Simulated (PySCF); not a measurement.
## Run report: B2N2H4Cl2, saddle-point search

B2N2H4Cl2, computed with B3LYP-D3(BJ)/def2-SVP saddle search from the GFN2-xTB point and Hessian, gas phase (PySCF 2.14.0).

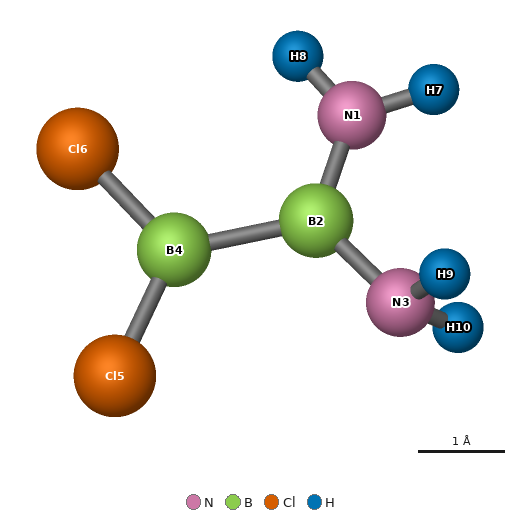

**Figure 1.** The structure as given in the input (ball-and-stick view, seen at a tilt; atoms are numbered from 1 in the order of the input).

Input:
```
{"job": {"xc": "B3LYP", "basis": "def2-SVP", "kind": "refine"}, "charge": 0, "multiplicity": 1}
N     -0.633038    -1.154368     0.382678
B     -0.101345     0.062189    -0.036512
N     -0.995945     1.111402    -0.555867
B      1.584983     0.280083     0.073671
Cl     2.418553     1.690148    -0.433317
Cl     2.593096    -0.972593     0.733314
H     -1.614370    -1.386837     0.359456
H     -0.066500    -1.903726     0.746831
H     -1.679687     1.434087     0.115159
H     -1.505747     0.839615    -1.385413
```

The first line tells a small driver script what to run in PySCF; the rest is the geometry in Å.

Machine: 1 CPU thread, shared host.

Launch command:
```bash
OMP_NUM_THREADS=1 python <driver script> task.json out
```

What the program printed:
```
step      E/eV     max force
  0    -29437.03473   1.2408
  1    -29437.11312   0.1575
  2    -29437.11553   0.0142
```

Trajectory as extended XYZ (Å, eV, eV/Å), 3 frames, from step=0 to step=2:
```
10
Properties=species:S:1:pos:R:3:forces:R:3 step=0 energy=-29437.03473
N    -0.6330   -1.1544    0.3827    0.1780  -0.2320   0.1130
B    -0.1013    0.0622   -0.0365   -0.5530   0.2000  -0.1430
N    -0.9959    1.1114   -0.5559    0.4490   0.3400  -0.0840
B     1.5850    0.2801    0.0737   -0.4830  -0.2660   0.0500
Cl    2.4186    1.6901   -0.4333    0.3420   1.1110  -0.4340
Cl    2.5931   -0.9726    0.7333    0.5280  -0.9510   0.4720
H    -1.6144   -1.3868    0.3595   -0.3230   0.0600  -0.0630
H    -0.0665   -1.9037    0.7468    0.3100  -0.2420   0.1350
H    -1.6797    1.4341    0.1152   -0.2580   0.1070   0.2750
H    -1.5057    0.8396   -1.3854   -0.1900  -0.1270  -0.3200
10
Properties=species:S:1:pos:R:3:forces:R:3 step=1 energy=-29437.11312
N    -0.6334   -1.1588    0.4072    0.0320  -0.0400   0.0250
B    -0.1228    0.0628   -0.0396   -0.0800   0.0520  -0.0400
N    -0.9911    1.1249   -0.5835    0.1300   0.0870  -0.0180
B     1.5851    0.2646    0.0771   -0.0510  -0.0230   0.0070
Cl    2.3928    1.7507   -0.3779    0.0330   0.1240  -0.0420
Cl    2.6134   -1.0515    0.6753    0.0700  -0.1230   0.0550
H    -1.6172   -1.4016    0.3917   -0.0990   0.0140  -0.0140
H    -0.0387   -1.8894    0.7798    0.0950  -0.0690   0.0330
H    -1.6829    1.4597    0.0838   -0.0740   0.0230   0.0740
H    -1.5053    0.8385   -1.4139   -0.0550  -0.0450  -0.0800
10
Properties=species:S:1:pos:R:3:forces:R:3 step=2 energy=-29437.11553
N    -0.6304   -1.1582    0.4065   -0.0020  -0.0010  -0.0030
B    -0.1266    0.0671   -0.0444    0.0060  -0.0060   0.0110
N    -0.9925    1.1341   -0.5864    0.0010   0.0030  -0.0120
B     1.5855    0.2628    0.0767   -0.0120  -0.0060   0.0000
Cl    2.3990    1.7504   -0.3797    0.0020   0.0080  -0.0040
Cl    2.6079   -1.0615    0.6859    0.0030  -0.0010   0.0000
H    -1.6163   -1.4018    0.3957    0.0040  -0.0030   0.0000
H    -0.0247   -1.8863    0.7735   -0.0070   0.0070  -0.0020
H    -1.6898    1.4566    0.0860    0.0000  -0.0050  -0.0030
H    -1.5120    0.8368   -1.4138    0.0040   0.0040   0.0130
```

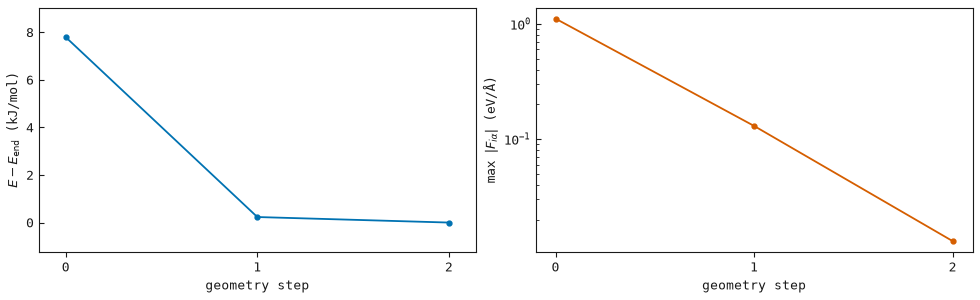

**Figure 2.** Progress of the saddle-point search, step by step (steps are counted from 0).

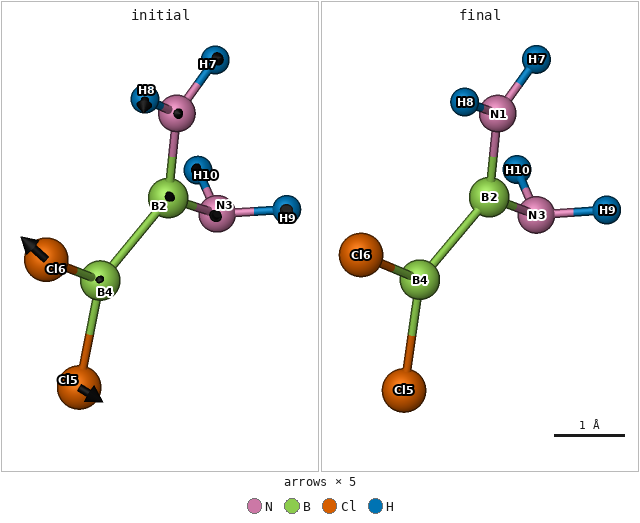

**Figure 3.** Before (left) and after (right) the saddle-point search, at one scale (ball-and-stick view, seen at a tilt). The black arrows give the displacements, magnified 5 times. The energy falls by 7.80 kJ/mol in 2 geometry steps. Largest force component: 1.1 eV/Å at the start, 0.013 eV/Å at the end. Cl6 moves most after the best rigid fit: 0.10 Å. By element the largest moves are Cl 0.10 Å, H 0.05 Å, N 0.04 Å, B 0.03 Å. Among the contacts that change: B4–Cl6 1.738 → 1.781 Å, B4–Cl5 1.715 → 1.756 Å, B2–B4 1.704 → 1.727 Å, N1–B2 1.392 → 1.399 Å. Among the angles that change: N1–B2–N3 119.8° → 122.7°, N1–B2–B4 118.0° → 115.7°, B2–B4–Cl5 124.6° → 122.5°. (Atoms are counted from 1 in the order of the input.)

Results in brief:

```csv
quantity,value
outcome,converged
total energy,−1081.794051 hartree
wall time,18 s
peak memory,0.54 GiB
```
